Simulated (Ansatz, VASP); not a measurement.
**Cross-check of ZnS (Sphalerite) between VASP and Ansatz**

Aim: how closely do two programs agree when they are given the same cell, functional and k mesh? The cell is taken from a series of VASP runs on this material, whose earlier steps may have relaxed, scaled or displaced it; both programs get it as it stands. Valence electrons are named where the data sets of a main pair hold unlike numbers.

Program: Ansatz 0.2.0. Level of theory: plane waves, with VASP 6.6.1 beside it; band structure at r2SCAN and single point at r2SCAN. Results are calculated unless marked as measured.

### Step 1. The structure

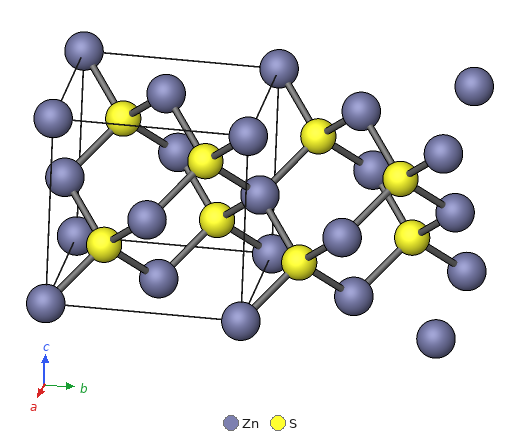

The cell as given, slightly off an axis (zinc blue, sulfur yellow). 1×2×1 cells are drawn. This picture shows the conventional cell, with its axes. Bonds to atoms that aren't drawn are left out. Some periodic images of atoms are drawn too.

Coordinates:

```cif
data_structure
_symmetry_space_group_name_H-M 'P 1'
_symmetry_Int_Tables_number 1
_cell_length_a 3.8046
_cell_length_b 3.8046
_cell_length_c 3.8046
_cell_angle_alpha 60.000
_cell_angle_beta 60.000
_cell_angle_gamma 60.000
_cell_volume 38.94
loop_
_atom_site_label
_atom_site_type_symbol
_atom_site_fract_x
_atom_site_fract_y
_atom_site_fract_z
_atom_site_occupancy
Zn1 Zn 0.00000 0.00000 0.00000 1
S2 S 0.25000 0.25000 0.25000 1
```

### Step 2. VASP: band structure, r2SCAN

Levels along a path test the potential and the projectors away from the mesh points.

Lines of VASP's logs that name or quote its potential files are left out, and so is its time.

Input file INCAR:

```
SYSTEM = ZnS
PREC = Accurate
ENCUT = 400
EDIFF = 1E-06
NELM = 100
ISMEAR = 0
SIGMA = 0.05
LREAL = .FALSE.
ALGO = Normal
METAGGA = R2SCAN
LASPH = .TRUE.
NBANDS = 21
LORBIT = 11
LWAVE = .FALSE.
LCHARG = .FALSE.
KPAR = 2
```

Input file POSCAR:

```
ZnS
1.0
    0.0000000000      2.6902736767      2.6902736767
    2.6902736767      0.0000000000      2.6902736767
    2.6902736767      2.6902736767      0.0000000000
Zn S
1 1
Direct
    0.0000000000      0.0000000000      0.0000000000
    0.2500000000      0.2500000000      0.2500000000
```

Input file KPOINTS:

```
Automatic mesh
0
Gamma
7 7 7
0 0 0
```

Input file KPOINTS_OPT:

```
Line mode
16
Line-mode
Reciprocal
  0.00000000   0.00000000   0.00000000 GAMMA
  0.50000000   0.00000000   0.50000000 X

  0.50000000   0.00000000   0.50000000 X
  0.50000000   0.25000000   0.75000000 W

  0.50000000   0.25000000   0.75000000 W
  0.37500000   0.37500000   0.75000000 K

  0.37500000   0.37500000   0.75000000 K
  0.00000000   0.00000000   0.00000000 GAMMA

  0.00000000   0.00000000   0.00000000 GAMMA
  0.50000000   0.50000000   0.50000000 L

  0.50000000   0.50000000   0.50000000 L
  0.62500000   0.25000000   0.62500000 U

  0.62500000   0.25000000   0.62500000 U
  0.50000000   0.25000000   0.75000000 W

  0.50000000   0.25000000   0.75000000 W
  0.50000000   0.50000000   0.50000000 L

  0.50000000   0.50000000   0.50000000 L
  0.37500000   0.37500000   0.75000000 K

  0.62500000   0.25000000   0.62500000 U
  0.50000000   0.00000000   0.50000000 X
```

Potentials, in the order of the species: Zn and S (PBE family, release 64).

On the command line:

```
> mpirun -np 2 vasp_std
```

Numbers of over 12 decimals in the logs are rounded to 6 here.

The program printed:

```text
[banner, memory and clock lines left out]
running    2 mpi-ranks, on    1 nodes
 distrk:  each k-point on    1 cores,    2 groups
 distr:  one band on    1 cores,    1 groups

 POSCAR found type information on POSCAR ZnS
 POSCAR found :  2 types and       2 ions
|                                                                             |
|               ----> ADVICE to this user running VASP <----                  |
|                                                                             |
|     You enforced a specific xc type in the INCAR file but a different       |
|     [... a line on the potential file left out ...]
|     I HOPE YOU KNOW WHAT YOU ARE DOING!                                     |
|                                                                             |

 LDA part: xc-table for (None), standard interpolation
 POSCAR, INCAR and KPOINTS ok, starting setup
 FFT: planning ... GRIDC
 FFT: planning ... GRID_SOFT
 FFT: planning ... GRID
 WAVECAR not read
 entering main loop
       N       E                     dE             d eps       ncg     rms          rms(c)
DAV:   1     0.857205550712E+02    0.85721E+02   -0.73384E+03   848   0.893E+02
DAV:   2    -0.137098756621E+02   -0.99430E+02   -0.90570E+02   855   0.220E+02
DAV:   3    -0.218361627804E+02   -0.81263E+01   -0.80356E+01   996   0.611E+01
DAV:   4    -0.219296300441E+02   -0.93467E-01   -0.93420E-01   958   0.660E+00
DAV:   5    -0.219301109008E+02   -0.48086E-03   -0.48084E-03   978   0.479E-01    0.727E+00
DAV:   6    -0.188778923195E+02    0.30522E+01   -0.10854E+00   895   0.285E+01    0.640E+00
DAV:   7    -0.188444255092E+02    0.33467E-01   -0.33583E-01   971   0.805E+00    0.378E+00
DAV:   8    -0.188589373770E+02   -0.14512E-01   -0.32138E-02   975   0.137E+00    0.118E+00
DAV:   9    -0.188599536419E+02   -0.10163E-02   -0.35822E-03   979   0.115E+00    0.157E-01
DAV:  10    -0.188600958028E+02   -0.14216E-03   -0.89478E-04   915   0.270E-01    0.105E-01
DAV:  11    -0.188600903720E+02    0.54309E-05   -0.30149E-05  1112   0.822E-02    0.632E-02
DAV:  12    -0.188601279923E+02   -0.37620E-04   -0.48928E-05   895   0.690E-02    0.162E-02
DAV:  13    -0.188601243291E+02    0.36631E-05   -0.46113E-06   990   0.131E-02    0.146E-02
DAV:  14    -0.188601251086E+02   -0.77949E-06   -0.21549E-07   500   0.103E-02
   1 F= -.18860125E+02 E0= -.18860125E+02  d E =-.131684E-19
 Start KPOINTS_OPT (optional k-point list driver)
k-point batch [1-20\160]
       N       E                     dE             ncg
DAV:   1     0.863491536359E+03   -0.68753E+04      856
DAV:   2    -0.113662969343E+04   -0.20001E+04      899
DAV:   3    -0.129122165060E+04   -0.15459E+03      978
DAV:   4    -0.129288499822E+04   -0.16633E+01      976
DAV:   5    -0.129289272873E+04   -0.77305E-02      990
DAV:   6    -0.129289279195E+04   -0.63215E-04      971
DAV:   7    -0.129289279259E+04   -0.63829E-06      891
[...]
k-point batch [141-160\160]
       N       E                     dE             ncg
DAV:   1     0.682395726815E+03   -0.11945E+05      856
DAV:   2    -0.125172064454E+04   -0.19341E+04      893
DAV:   3    -0.139876920998E+04   -0.14705E+03     1045
DAV:   4    -0.140033928613E+04   -0.15701E+01      935
DAV:   5    -0.140034730050E+04   -0.80144E-02      989
DAV:   6    -0.140034737657E+04   -0.76077E-04      963
DAV:   7    -0.140034737755E+04   -0.97338E-06      967
```

Parts of OUTCAR (step 2):

```text
ion  position               nearest neighbor table
   1  0.000  0.000  0.000-   2 2.33   2 2.33   2 2.33   2 2.33
   2  0.250  0.250  0.250-   1 2.33   1 2.33   1 2.33   1 2.33

  LATTYP: Found a face centered cubic cell.
 ALAT       =     5.3805473534

 Subroutine GETGRP returns: Found 24 space group operations
 (whereof 24 operations were pure point group operations)

The static configuration has the point symmetry T_d .

 Found     20 irreducible k-points:

   k-points           NKPTS =     20   k-points in BZ     NKDIM =     20   number of bands    NBANDS=     21

   dimension x,y,z NGX =    28 NGY =   28 NGZ =   28
   dimension x,y,z NGXF=    56 NGYF=   56 NGZF=   56

   ENCUT  =  400.0 eV  29.40 Ry    5.42 a.u.   6.20  6.20  6.20*2*pi/ulx,y,z

   NELECT =      18.0000    total number of electrons

 k-points in reciprocal lattice and weights: Automatic mesh
   0.00000000  0.00000000  0.00000000       0.003
   0.14285714  0.00000000  0.00000000       0.023
   0.28571429  0.00000000  0.00000000       0.023
   0.42857143  0.00000000  0.00000000       0.023
   0.14285714  0.14285714  0.00000000       0.017
   0.28571429  0.14285714  0.00000000       0.070
   0.42857143  0.14285714  0.00000000       0.070
  -0.42857143  0.14285714  0.00000000       0.070
  -0.28571429  0.14285714  0.00000000       0.070
[...]
-0.42857143  0.42857143  0.14285714       0.070
  -0.28571429  0.42857143  0.14285714       0.070

 average (electrostatic) potential at core
       1 -41.6806       2 -91.5064

 E-fermi :   2.2617

 k-point     1 :       0.0000    0.0000    0.0000
  band No.  band energies     occupation
    ...
      5      -4.0294      2.00000
      6      -4.0294      2.00000
      7       1.9556      2.00000
      8       1.9556      2.00000
      9       1.9556      2.00000
     10       4.6900      0.00000
     11       8.8461      0.00000
     12       8.8463      0.00000
     13       8.8463      0.00000
     14      14.2739      0.00000
    ...

 k-point     2 :       0.1429    0.0000    0.0000
  band No.  band energies     occupation
    ...
      5      -4.0311      2.00000
      6      -4.0311      2.00000
      7       0.6126      2.00000
      8       1.7599      2.00000
      9       1.7599      2.00000
     10       5.6151      0.00000
     11       8.7759      0.00000
     12       9.1791      0.00000
     13       9.1792      0.00000
     14      13.5602      0.00000
    ...

 k-point     3 :       0.2857    0.0000    0.0000
  band No.  band energies     occupation
    ...
      5      -4.0242      2.00000
      6      -4.0241      2.00000
      7      -1.4187      2.00000
      8       1.3683      2.00000
      9       1.3683      2.00000
     10       5.9954      0.00000
     11       9.5107      0.00000
     12       9.5108      0.00000
     13       9.8499      0.00000
     14      13.6800      0.00000
    ...

  Total        0.0001910      0.0001910      0.0001910      0.0000000      0.0000000      0.0000000
  in kB        0.0078579      0.0078579      0.0078579      0.0000000      0.0000000      0.0000000
  external PRESSURE =       0.0078579 kB  Pullay stress =       0.0000000 kB

  energy-cutoff  :      400.00
  volume of cell :       38.94
      direct lattice vectors                 reciprocal lattice vectors
     0.000000000  2.690273677  2.690273677    -0.185854697  0.185854697  0.185854697
     2.690273677  0.000000000  2.690273677     0.185854697 -0.185854697  0.185854697
     2.690273677  2.690273677  0.000000000     0.185854697  0.185854697 -0.185854697

 POSITION                                       TOTAL-FORCE (eV/Angst)
 -----------------------------------------------------------------------------------
      0.00000      0.00000      0.00000        -0.000000     -0.000000      0.000000
      1.34514      1.34514      1.34514         0.000000      0.000000     -0.000000
 -----------------------------------------------------------------------------------
    total drift:                                0.000012      0.000012      0.000011

  FREE ENERGIE OF THE ION-ELECTRON SYSTEM (eV)
  ---------------------------------------------------
  free  energy   TOTEN  =       -18.8601251086 eV

  energy  without entropy=      -18.8601251086  energy(sigma->0) =      -18.86012511

 total charge
# of ion       s       p       d       tot
------------------------------------------
    1        0.504   0.486   9.818  10.807
    2        1.302   2.470   0.000   3.773
--------------------------------------------------
tot          1.806   2.956   9.818  14.580

[... 3 further parts left out ...]
```

The PAW data sets were made with PBE, which is usual practice but a small mismatch for other functionals.

### Step 3. Ansatz: band structure, r2SCAN

Ansatz runs on its default PAW (the set named soft_2) files.

The same cell, functional, mesh and smearing now go to Ansatz, which takes its cutoff from its data sets.

Input file input.yaml:

```yaml
crystal:
  lattice:
    - [0.0, 2.6902736767, 2.6902736767]
    - [2.6902736767, 0.0, 2.6902736767]
    - [2.6902736767, 2.6902736767, 0.0]
  atoms:
    - { symbol: Zn, position: [0.0, 0.0, 0.0] }
    - { symbol: S, position: [0.25, 0.25, 0.25] }
hamiltonian:
  xc: r2scan
  pseudopotentials: { kind: paw }
kpoints:
  mp_grid: { grid: [7, 7, 7] }
  band_path:
    path:
      - [0.0, 0.0, 0.0]
      - [0.16667, 0.0, 0.16667]
      - [0.33333, 0.0, 0.33333]
      - [0.5, 0.0, 0.5]
      - [0.5, 0.08333, 0.58333]
      - [0.5, 0.18333, 0.68333]
      - [0.5, 0.25, 0.75]
      - [0.45, 0.3, 0.75]
      - [0.40833, 0.34167, 0.75]
      - [0.35, 0.35, 0.7]
      - [0.225, 0.225, 0.45]
      - [0.075, 0.075, 0.15]
      - [0.03333, 0.03333, 0.03333]
      - [0.23333, 0.23333, 0.23333]
      - [0.4, 0.4, 0.4]
      - [0.51667, 0.46667, 0.51667]
      - [0.55833, 0.38333, 0.55833]
      - [0.60833, 0.28333, 0.60833]
      - [0.60833, 0.25, 0.64167]
      - [0.55833, 0.25, 0.69167]
      - [0.51667, 0.25, 0.73333]
      - [0.5, 0.3, 0.7]
      - [0.5, 0.38333, 0.61667]
      - [0.5, 0.48333, 0.51667]
      - [0.475, 0.475, 0.55]
      - [0.425, 0.425, 0.65]
      - [0.38333, 0.38333, 0.73333]
      - [0.59167, 0.18333, 0.59167]
      - [0.55, 0.1, 0.55]
      - [0.5, 0.0, 0.5]
    npoints: 1
scf:
  occupations: { method: gaussian, width: 0.05 }
  n_extra_bands: 7
output:
  forces: true
  stress: true
  eigenvalues: true
  write_density: true
  write_potential: true
  elf: true
  volumetric_format: npy
```

On the command line:

```
> ansatz run input.yaml --threads 2 --pin off --max-ram 4608MiB --backend cpu --events-out ev --progress --plain --runs-dir out
```

The program printed:

```text
scf.n_extra_bands = 7 over 9 filled bands (N_el = 18.0): the run solves 16 bands
Engine: ansatz 0.2.0, aarch64-unknown-linux-gnu
Pseudopotentials: kind: paw
Pseudopotential: Zn, paw, valence charge 12, recommended cutoff 500 eV (meta_gga), Zn.paw.azcp
Pseudopotential: S, paw, valence charge 6, recommended cutoff 500 eV (meta_gga), S.paw.azcp
Functional definition: r2SCAN
  parameter k0 = 0.174
  parameter k1 = 0.065
  parameter a1 = 4.9479
  exchange = r2scan_x(k0 = k0, k1 = k1, a1 = a1)
  correlation = r2scan_c
Crystal: 2 atoms, lattice volume = 38.942 Å³
Basis set: ecut = 500 eV, 965 PW (Γ), exchange–correlation on 120×120×120 points (64 copies of the dense FFT grid, shifted against one another)
Bands: 16, of which v1, the nominal top of the filled ones, is band 9 counted from 1 (8 counted from 0)
Symmetry: 24 space group operations
Space group: F-43m (ITA 216), of the structure as read, at distance tolerance 3.4e-5 Å
k-points: 20 of 343 (time reversal used)
Non-local potential: Zn, projectors of the file, l = 0: 2, l = 1: 2, l = 2: 3, l = 3: 1
Non-local potential: S, projectors of the file, l = 0: 2, l = 1: 2, l = 2: 2
PAW form: soft (Blöchl's): semilocal exchange-correlation on the pseudo side does not see the compensation charge
PAW frozen core: Zn, regenerated for the run's functional (the file was generated under x = pbe(κ = 0.804, μ = 0.219515), c = pbe(β = 0.066725))
PAW frozen core: S, regenerated for the run's functional (the file was generated under x = pbe(κ = 0.804, μ = 0.219515), c = pbe(β = 0.066725))
PAW one-centre angular grid: Zn, 590 points (default); XC on 261 of its mesh's 2673 points in the sphere
PAW one-centre angular grid: S, 302 points (default); XC on 160 Gauss nodes
Initial density: superposition of atomic densities (neutral atoms: chi_scale 0, normalization atom), corrected by the library's trained network
Initial wavefunctions: pseudopotential atomic-orbital guess
Functional: x = r2scan, c = r2scan; τ floored in thin density (d = 2e-4 eV/Å³)
SCF iter   1: F=—  HF=-4233.451463 eV  |F-HF|=—  |Δ(HF+E_count)|=         —  Δρ=1.57e-2  dr2=4.74e-2  dr2_τ=6.76e-3  ethr=1.77e-3  ⟨swp⟩=5.2  Hψ=1827  notcnv=0  defer=9
preconditioner: auto → none  [insulator: Δε(μ)=2.708 eV  Ē_g=15.775 eV  σ=0.050 eV  W_gap=1.00  n_scr=14 (ndim 8)  ℏωp=25.2 eV  f_vac=0.026  D(μ)=0.00/eV (n_scr^D=0)  ε∞_Penn≈3.6]
SCF iter   2: F=—  HF=-4233.454620 eV  |F-HF|=—  |Δ(HF+E_count)|=   3.16e-3  Δρ=4.76e-3  dr2=8.65e-3  dr2_τ=3.52e-4  ethr=2.63e-4  ⟨swp⟩=2.5  Hψ=758  notcnv=0  defer=42
SCF iter   3: F=—  HF=-4233.449243 eV  |F-HF|=—  |Δ(HF+E_count)|=   5.38e-3  Δρ=2.91e-3  dr2=1.35e-3  dr2_τ=8.46e-6  ethr=4.81e-5  ⟨swp⟩=2.0  Hψ=536  notcnv=0  defer=42
SCF iter   4: F=—  HF=-4233.449566 eV  |F-HF|=—  |Δ(HF+E_count)|=   3.23e-4  Δρ=2.41e-4  dr2=3.67e-5  dr2_τ=1.86e-6  ethr=7.50e-6  ⟨swp⟩=2.0  Hψ=656  notcnv=0  defer=42
SCF iter   5: F=—  HF=-4233.449555 eV  |F-HF|=—  |Δ(HF+E_count)|=   1.13e-5  Δρ=1.04e-4  dr2=4.13e-6  dr2_τ=5.32e-8  ethr=2.04e-7  ⟨swp⟩=2.0  Hψ=327  notcnv=0  defer=42
SCF iter   6: F=-4233.449554 eV  HF=-4233.449554 eV  |F-HF|=5.01e-9  |Δ(HF+E_count)|=   3.24e-7  Δρ=7.69e-6  dr2=1.65e-8  dr2_τ=2.05e-9  ethr=5.56e-10  ⟨swp⟩=11.1  Hψ=2369  notcnv=0
SCF 1 converged in 6 iterations: F = -4233.449554 eV  dr2 = 1.65e-8
  greatest PAW one-centre occupation: 0.983 electrons in one spin orbital (limit 2), on the Zn atom at site 0 (counted from 0), in its partial waves of l = 2
NSCF: frozen V_eff on 30 k-points
SCF converged after 6 iterations
Free energy (F): -4233.449554 eV
Harris-Foulkes:  -4233.449554 eV  (|F-HF|=5.01e-9)
Internal energy: -4233.449554 eV  (E = F + TS)
E sigma→0 (E₀):  -4233.449554 eV
Fermi energy:    7.044107 eV
--- Per-component energies (eV) ---
  E_band       = -0.272229
  E_kinetic    = 237.693802
  E_local      = -2038.056644  (includes V_loc(G=0)·N_el)
  E_nonlocal   = 646.548633
  E_hartree    = 855.210199
  E_xc         = -215.878503
  E_vxc        = -148.355112  (∫ρ·V_xc dr)
  E_paw        = -2459.832084  (= ΣΔE_a)
  E_vpaw       = -415.863337  (= ΣTr[D̂ρ^β])
  E_aug_tail   = -0.000067  (compensation charges beyond the density's cutoff)
  E_vtau       = 7.340374  (kinetic-family band-sum trace: ∫τ·v_τ [+ j·A + Jᵃ·Aᵃ] dr)
  E_ewald      = -1258.842504
  E_core_change = -0.292385  (= ΣΔE_core)
  E_smearing   = -0.000000  (= −TS)
  E_closure    = 0.000000  (closes the sum)
  Σ components = -4233.449554   (vs F -4233.449554, Δ=0.00e0)
--- Forces (eV/Å), atoms counted from 1 ---
  atom   1  Zn     0.00000000     0.00000000    -0.00000000
  atom   2  S     -0.00000000     0.00000000     0.00000000
  max |Σ_I F_I| component: 5.55e-17 eV/Å
--- Stress (GPa, compression-positive) ---
        0.383072       0.000000       0.000000
       -0.000000       0.383072       0.000000
        0.000000       0.000000       0.383072
  P = ⅓ Tr σ = 0.3831 GPa (3.831 kbar)
--- Band table (eV; the first three rows and the last of 20) ---
  k-point 0: bands = [... 5 lower, -0.3141, 5.6812, 5.6812, 5.6812, 8.4060, 12.5413, 12.5413, 12.5413, ... 3 higher]
  k-point 1: bands = [... 5 lower, -0.3159, 4.3381, 5.4853, 5.4853, 9.3308, 12.4739, 12.8723, 12.8723, ... 3 higher]
  k-point 2: bands = [... 5 lower, -0.3085, 2.3061, 5.0932, 5.0932, 9.7119, 13.2034, 13.2034, 13.5493, ... 3 higher]
  k-point 19: bands = [... 5 lower, 0.0620, 0.9663, 2.5019, 3.4242, 11.1774, 12.4156, 14.2005, 15.1332, ... 3 higher]
```

Elapsed: 2.9 s, on 2 threads of Arm Neoverse V1, shared host; peak memory 0.41 GiB.

Reading the cycles: dr2 is the Hartree energy of the density residual (eV), the measure of convergence; HF is the Harris–Foulkes estimate of the energy, which meets the free energy F at convergence.

[end of part 1 of 2]

[Lines on the potential files, build, host, timing and source positions are cut from VASP's logs without a mark.]

[Logs are printed without paths, hosts, clocks, repeated set-up lines and the standing remarks that a program may print on its own settings, such as how far it seeks lower states.]

[Hosts, paths, dates, database ids (printed as entryN), source tags and the programs' standing remarks are cut or masked in the printed files.]
